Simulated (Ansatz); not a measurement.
## Electronic structure of Cl$_{2}$FHSi···HCl in real space

```tsv
atom	x (Å)	y (Å)	z (Å)
Si	-1.0360	-0.1682	0.3321
F	0.2865	-1.0529	0.3695
Cl	-1.4256	0.2823	-1.5969
Cl	-0.6911	1.5075	1.4042
H	-2.1306	-0.9488	0.9188
H	2.1574	-0.2751	-0.4346
Cl	2.8394	0.6551	-0.9932
```

The reactant side of a reaction path; geometry: PBE0-D4/def2-TZVP.

The calculation used Ansatz, RKS PBE0-D4/def2-TZVPP.

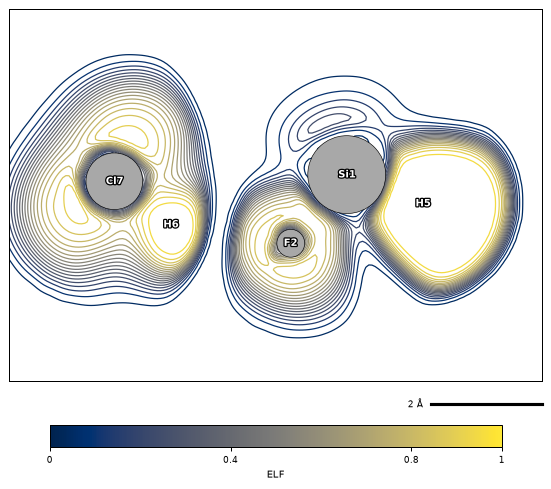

Figure 1. ELF on the plane of atoms F2, Si1 and H5. Grey discs cover the atomic cores.

Read the bonding off the picture.

- Atoms in the plane: Si, F, H and Cl.
- F2···H6 (2.18 Å): the ELF dips to about 0.05 between them.
- Si–F (1.59 Å): the ELF peaks at about 0.85 in the valence shell of F, 0.5 Å from its nucleus, and is about 0.50 at the midpoint.
- Cl–H (1.28 Å): the ELF climbs to about 1 towards the hydrogen, as it does in any bond to H.
- Si–H (1.47 Å): the ELF climbs to about 1 towards the hydrogen.
- The ELF also peaks beside F2 and Cl7, away from the bonds: lone-pair regions.

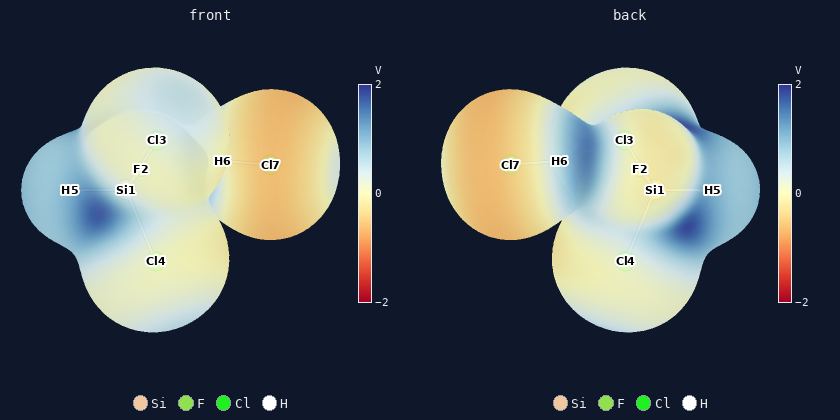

Figure 2. The electrostatic potential painted on the density surface at 0.002 e/bohr³, seen from the front and from behind; the colour scale runs from red (negative) to blue (positive).

Which sites attract a positive test charge, and which a negative one?

A positive charge is drawn to the negative regions and a negative charge to the positive ones. The most negative region (about −0.6 V) lies over Cl7, the most positive (about +1.8 V) over Si1. Cl3 shows a σ-hole: about +0.6 V at the tip opposite its bond, against about 0.0 V on its flanks. Cl4 shows a σ-hole: about +0.6 V at the tip opposite its bond, against about +0.1 V on its flanks. Cl7 shows a σ-hole: about +0.4 V at the tip opposite its bond, against about −0.6 V on its flanks.
